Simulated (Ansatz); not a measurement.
BH12PSi4 (Si6H12 ring rod)

Input

```
crystal:
  periodic: [false, false, false]
  atoms:
    - {symbol: B, position_ang: [-0.603842, -0.628389, 1.908118]}
    - {symbol: Si, position_ang: [1.950023, -0.668676, -0.625460]}
    - {symbol: Si, position_ang: [-0.736845, 2.011801, -0.610836]}
    - {symbol: Si, position_ang: [-1.871742, 0.480613, 0.782839]}
    - {symbol: Si, position_ang: [0.666087, 0.736781, -2.010900]}
    - {symbol: P, position_ang: [0.476007, -1.740928, 0.762997]}
    - {symbol: H, position_ang: [-1.225418, -1.391338, 2.640253]}
    - {symbol: H, position_ang: [0.201133, 0.089357, 2.495257]}
    - {symbol: H, position_ang: [2.751925, -1.734586, -1.325204]}
    - {symbol: H, position_ang: [2.842030, 0.080263, 0.326211]}
    - {symbol: H, position_ang: [-1.603169, 2.874800, -1.495780]}
    - {symbol: H, position_ang: [0.180081, 2.919863, 0.172427]}
    - {symbol: H, position_ang: [-2.738026, -0.314625, -0.173945]}
    - {symbol: H, position_ang: [-2.817594, 1.296295, 1.632778]}
    - {symbol: H, position_ang: [-0.128641, -0.192109, -2.895451]}
    - {symbol: H, position_ang: [1.627741, 1.506906, -2.881296]}
    - {symbol: H, position_ang: [-0.248615, -2.597774, -0.124485]}
    - {symbol: H, position_ang: [1.278845, -2.728234, 1.422499]}
basis:
  gaussian: {orbitals: def2-TZVP, initial_orbitals: start.molden}
hamiltonian: {xc: pbe0, dispersion: d4}
scf: {omitted_lower_state_checks: [starts]}
output: {forces: true, orbitals: {seedname: orbitals}}
```

Run with:

```sh
ansatz run in.yaml --threads 4 --pin off --events-out ev --progress --plain --max-ram 4787MiB
```

Geometry: PBE-D4/def2-SVP.

The calculation used RKS PBE0-D4/def2-TZVP in Ansatz.

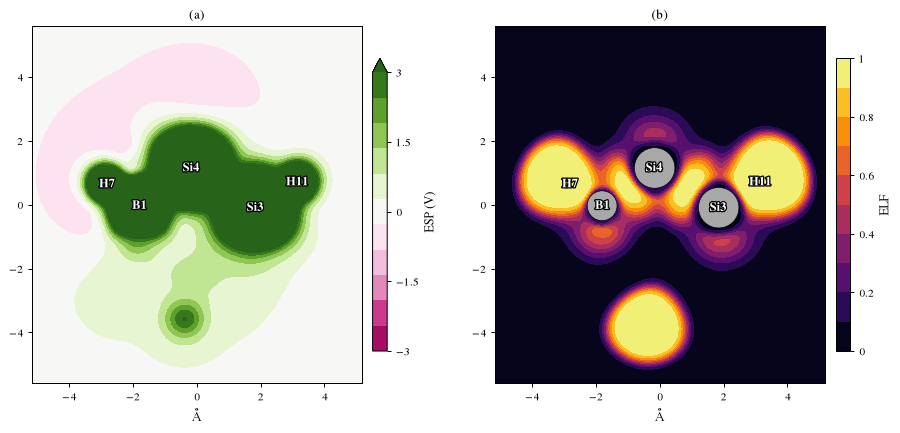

Figure 1. (a) molecular electrostatic potential; (b) ELF on the plane of atoms Si4, B1 and H7. Grey discs cover the atomic cores in the ELF map.

Q: What does the map show?

A: The plane passes through B, Si and H nuclei.
Si–B (2.03 Å): the ELF peaks at about 0.95 between the atoms: localised, covalent bonding.
Si–Si (2.36 Å): the ELF peaks at about 1 between the atoms; a shared electron pair.
B–H (1.23 Å): the ELF climbs to about 1 towards the hydrogen, as it does in any bond to H: a covalent bond by its length.
Si–H (1.51 Å): the ELF climbs to about 1 towards the hydrogen.
Outside the dense part of the molecule the potential is most negative (−0.6 V) near H7.

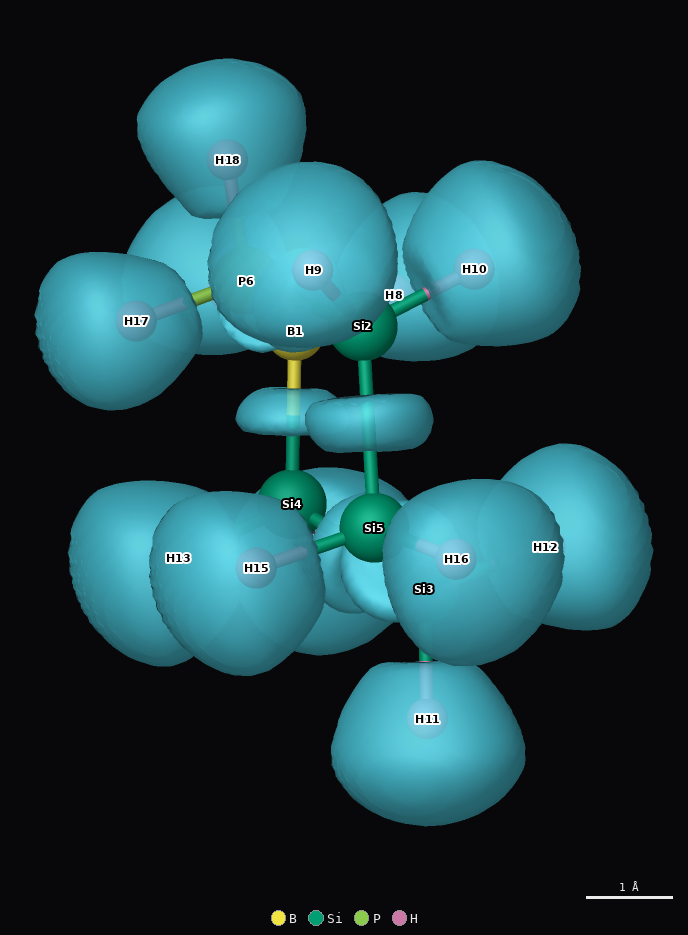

Figure 2. Isosurface of the ELF at 0.85 (cyan), seen at an oblique angle. Core shells and regions of very low density are left out.

Q: What do the ELF domains correspond to?

A: At this value the surface marks out one region between bonded B–P atoms (shared pairs), one region between bonded B–Si atoms (shared pairs), one region between bonded P–Si atoms (shared pairs), three regions between bonded Si–Si atoms (shared pairs) and twelve regions around hydrogen nuclei. Along the contacts the grid gives the following. B–P (1.93 Å): the ELF peaks at about 0.95 between the atoms; a shared electron pair.

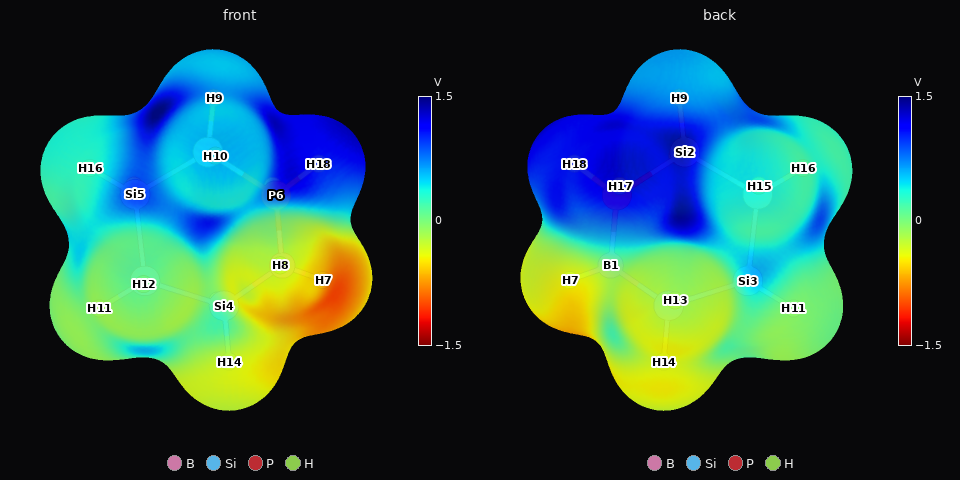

Figure 3. The electrostatic potential painted on the density surface at 0.002 e/bohr³, seen from the front and from behind; the colour scale runs from red (negative) to blue (positive).

Q: Where is the surface potential most negative and most positive?

A: The most negative region (about −1.0 V) lies over H7, the most positive (about +1.4 V) over Si2, Si4, Si5 and P6.
